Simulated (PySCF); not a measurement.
**C₃H₂F₆: a changed input and its effect**

System: C₃H₂F₆, SMILES FCC(F)(F)C(F)(F)F.
Method of run A: GIAO PBE0/pcSseg-1 NMR shielding, non-relativistic, IEF-PCM chloroform (PySCF 2.14.0).

The geometry comes from this level: PBE0-D3(BJ)/def2-SVP. Text and figures count atoms from 1; the logs count them from 0 in places.

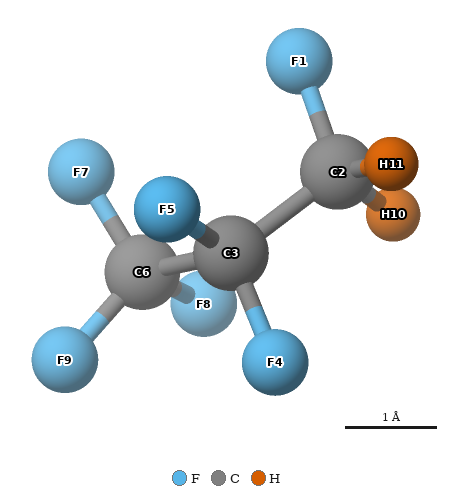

Figure 1. The input geometry (ball-and-stick view, seen at a tilt; atoms are numbered from 1 in the order of the input).

Input file, run A:
```
{"job": {"kind": "nmr", "xc": "PBE0", "basis": "pcSseg-1", "solvent": "chloroform", "pop": false}, "charge": 0, "multiplicity": 1}
F      0.768174     1.693283    -0.782071
C      0.935314     0.349465    -0.883836
C      0.346422    -0.350658     0.324237
F      0.496423    -1.676154     0.136801
F      1.004596    -0.000333     1.441536
C     -1.151812    -0.080778     0.564967
F     -1.348454     1.165021     0.962995
F     -1.827545    -0.282227    -0.565104
F     -1.620133    -0.906386     1.488493
H      0.440811    -0.028649    -1.792071
H      2.008084     0.097155    -0.913859
```

The first line tells a small driver script what to run in PySCF; the rest is the geometry in Å.

Command:
```bash
OMP_NUM_THREADS=1 python <driver script> task.json out
```

Hardware: 1 CPU thread, shared host.

Output (run A):
```
coarse grid: 11016 points
cycle   1  E = -713.5256433479  dE =  1.558e+00  |g| = 1.152e+00  |ddm| = 2.841e+00
cycle   2  E = -713.2545230682  dE =  2.711e-01  |g| = 1.797e+00  |ddm| = 1.427e+00
cycle   3  E = -713.7398671759  dE = -4.853e-01  |g| = 5.289e-02  |ddm| = 8.940e-01
cycle   4  E = -713.7401624096  dE = -2.952e-04  |g| = 3.266e-02  |ddm| = 4.632e-02
cycle   5  E = -713.7403171969  dE = -1.548e-04  |g| = 9.533e-03  |ddm| = 2.207e-02
cycle   6  E = -713.7403293006  dE = -1.210e-05  |g| = 1.898e-03  |ddm| = 5.274e-03
cycle   7  E = -713.7403298283  dE = -5.277e-07  |g| = 3.619e-04  |ddm| = 1.385e-03
final grid: 113992 points
cycle   8  E = -713.8321395484  dE = -5.967e-05  |g| = 7.547e-03  |ddm| = 2.224e-02
cycle   9  E = -713.8321306727  dE =  8.876e-06  |g| = 1.097e-02  |ddm| = 9.922e-03
cycle  10  E = -713.8321499078  dE = -1.924e-05  |g| = 6.051e-04  |ddm| = 5.360e-03
cycle  11  E = -713.8321499723  dE = -6.447e-08  |g| = 2.286e-04  |ddm| = 5.763e-04
cycle  12  E = -713.8321499813  dE = -8.998e-09  |g| = 4.435e-05  |ddm| = 1.533e-04
cycle  13  E = -713.8321499816  dE = -2.719e-10  |g| = 1.692e-05  |ddm| = 3.255e-05
converged SCF energy = -713.8321499816

GIAO shielding tensors (ppm)
atom      isotropic    diamagn.    paramagn.     s11        s22        s33       span
  0 F      444.209     471.706     -27.496    412.201    436.878    483.549     71.349
  1 C      103.260     243.074    -139.813     78.099     81.084    150.598     72.498
  2 C       69.136     243.103    -173.967     54.178     74.230     79.000     24.822
  3 F      324.254     472.405    -148.151    237.090    348.132    387.540    150.450
  4 F      321.855     472.858    -151.003    237.250    355.980    372.335    135.085
  5 C       59.997     242.468    -182.471     50.383     62.302     67.304     16.921
  6 F      270.306     472.161    -201.855    198.046    274.859    338.014    139.968
  7 F      272.632     473.233    -200.601    196.123    272.672    349.100    152.978
  8 F      279.060     470.181    -191.121    203.877    280.176    353.128    149.250
  9 H       26.345      27.665      -1.319     23.618     26.390     29.028      5.409
 10 H       26.333      26.479      -0.145     22.514     26.496     29.990      7.476
```

The input of run B differs as follows (lines with − go, lines with + come):
```diff
-"solvent": "chloroform"
-"pop": false
+"solvent": "acetonitrile"
+"pop": true
```

What does this change do to the results?

The total energy of run B is 1.0 kcal/mol lower: the change of the electrostatic solvation energy at this fixed geometry, without cavity or dispersion terms. The LUMO goes from 1.34 to 1.40 eV. The dipole moment goes from 2.30 to 2.42 D. Of all shieldings, the largest change is that of F1, by +1.9 ppm. The number of SCF iterations is the same.

Output (run B):
```
coarse grid: 11016 points
cycle   1  E = -713.5285548211  dE =  1.555e+00  |g| = 1.148e+00  |ddm| = 2.841e+00
cycle   2  E = -713.2639956161  dE =  2.646e-01  |g| = 1.782e+00  |ddm| = 1.409e+00
cycle   3  E = -713.7414287641  dE = -4.774e-01  |g| = 5.252e-02  |ddm| = 8.796e-01
cycle   4  E = -713.7417218674  dE = -2.931e-04  |g| = 3.194e-02  |ddm| = 4.495e-02
cycle   5  E = -713.7418677391  dE = -1.459e-04  |g| = 9.287e-03  |ddm| = 2.153e-02
cycle   6  E = -713.7418791998  dE = -1.146e-05  |g| = 1.845e-03  |ddm| = 5.168e-03
cycle   7  E = -713.7418797025  dE = -5.028e-07  |g| = 3.276e-04  |ddm| = 1.328e-03
final grid: 113992 points
cycle   8  E = -713.8336858497  dE = -5.971e-05  |g| = 7.523e-03  |ddm| = 2.223e-02
cycle   9  E = -713.8336772126  dE =  8.637e-06  |g| = 1.089e-02  |ddm| = 9.841e-03
cycle  10  E = -713.8336961459  dE = -1.893e-05  |g| = 6.026e-04  |ddm| = 5.294e-03
cycle  11  E = -713.8336962099  dE = -6.407e-08  |g| = 2.252e-04  |ddm| = 5.675e-04
cycle  12  E = -713.8336962187  dE = -8.764e-09  |g| = 4.353e-05  |ddm| = 1.500e-04
cycle  13  E = -713.8336962190  dE = -2.665e-10  |g| = 1.628e-05  |ddm| = 3.173e-05
converged SCF energy = -713.8336962190

GIAO shielding tensors (ppm)
atom      isotropic    diamagn.    paramagn.     s11        s22        s33       span
  0 F      446.100     471.928     -25.828    413.465    438.639    486.196     72.731
  1 C      103.116     243.134    -140.018     78.064     80.583    150.701     72.637
  2 C       68.940     243.130    -174.189     54.078     74.023     78.721     24.643
  3 F      324.394     472.431    -148.037    237.039    348.072    388.069    151.030
  4 F      322.814     472.994    -150.180    238.449    356.809    373.184    134.735
  5 C       59.955     242.532    -182.577     50.522     62.195     67.148     16.626
  6 F      271.187     472.260    -201.073    198.915    275.947    338.697    139.783
  7 F      272.284     473.228    -200.944    195.629    272.322    348.902    153.273
  8 F      279.683     470.259    -190.576    204.355    281.127    353.567    149.212
  9 H       26.238      27.536      -1.298     23.493     26.276     28.947      5.454
 10 H       26.219      26.347      -0.128     22.388     26.367     29.902      7.514
```

The two runs side by side:

| quantity | run A | run B |
| --- | --- | --- |
| outcome | converged | converged |
| total energy (hartree) | −713.832150 | −713.833696 |
| HOMO (eV) | −10.02 | −9.97 |
| LUMO (eV) | 1.34 | 1.40 |
| dipole moment (D) | 2.30 | 2.42 |
| shielding of F1 (ppm) | 444.2 | 446.1 |
| shielding of C2 (ppm) | 103.3 | 103.1 |
| shielding of C3 (ppm) | 69.1 | 68.9 |
| shielding of F5 (ppm) | 321.9 | 322.8 |
| shielding of F7 (ppm) | 270.3 | 271.2 |
| shielding of F8 (ppm) | 272.6 | 272.3 |
| shielding of F9 (ppm) | 279.1 | 279.7 |
| SCF iterations | 13 | 13 |
| basis functions | 163 | 163 |
| wall time (shared host) | 18 s | 19 s |
